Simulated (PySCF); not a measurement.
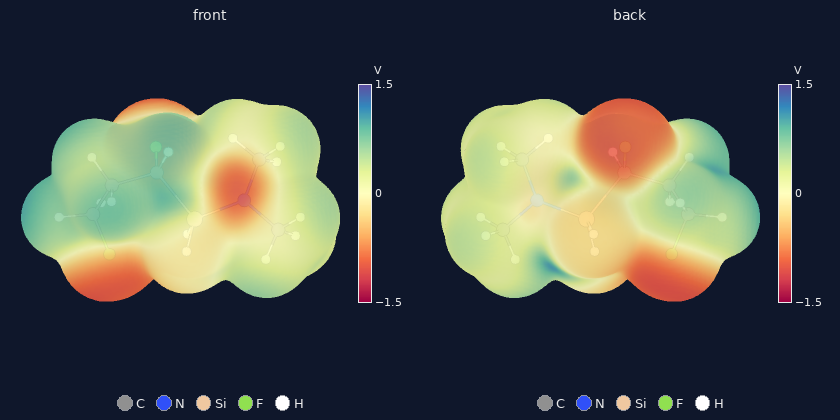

Figure. C5H13F2NSi. The electrostatic potential painted on the density surface at 0.002 e/bohr³, seen from the front and from behind; the colour scale runs from red (negative) to blue (positive).

Geometry: GFN2-xTB.

Theory: PBE0/pcSseg-1, SCF density, gas phase, non-relativistic in PySCF 2.14.0.

```xyz
22

C     2.7640   -1.1889    0.3316
N     1.7488   -0.2048    0.0507
C     2.2803    0.9229   -0.6804
Si    0.1032   -0.6912   -0.0318
C    -0.9261    0.9308    0.0698
F    -1.0155    1.5047   -1.2017
C    -2.3415    0.7440    0.5930
C    -3.1211   -0.2886   -0.2033
F    -2.7025   -1.5602    0.1171
H     3.5769   -0.7301    0.9003
H     2.3357   -1.9975    0.9160
H     3.1859   -1.6120   -0.5873
H     2.7222    0.6118   -1.6338
H     3.0595    1.4109   -0.0875
H     1.4943    1.6414   -0.8891
H    -0.1243   -1.4715    1.1825
H    -0.3097   -1.3976   -1.2525
H    -0.4215    1.6856    0.6835
H    -2.8825    1.6921    0.5383
H    -2.2868    0.4294    1.6353
H    -2.9590   -0.1631   -1.2773
H    -4.1909   -0.2486    0.0242
```

> Which sites attract a positive test charge, and which a negative one?

A positive charge is drawn to the negative regions and a negative charge to the positive ones. The most negative region (about −1.0 V) lies over F9, the most positive (about +1.0 V) over Si4, C8 and H22.

> How polar is the molecule by this calculation?

Its dipole moment is 1.31 D.
